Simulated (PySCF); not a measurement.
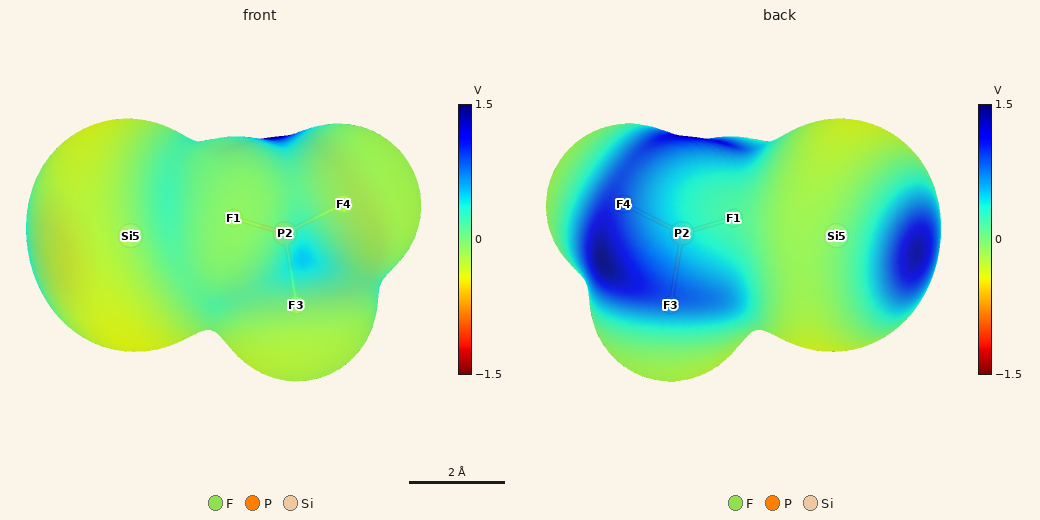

Figure. F3PSi (triplet). The electrostatic potential painted on the density surface at 0.001 e/bohr³, seen from the front and from behind; the colour scale runs from red (negative) to blue (positive).

Geometry: PBE0-D3(BJ)/def2-SVP; at this geometry the atoms fall into two loosely joined parts.

All numbers below come from PySCF 2.14.0, density-fitted response routines, UKS B3LYP, IGLO-III on F P Si, non-relativistic, mean-field spin-orbit, GIAO.

```xyz
5

F     0.2248    0.8868   -0.2458
P    -0.3231   -0.4260    0.5685
F    -0.7061   -1.2797   -0.7157
F    -1.7689    0.1799    0.8542
Si    2.6069    0.6051   -0.4990
```

**Where is the surface potential most negative and most positive?**

The most negative region (about −0.4 V) lies over Si5, the most positive (about +1.4 V) over P2.
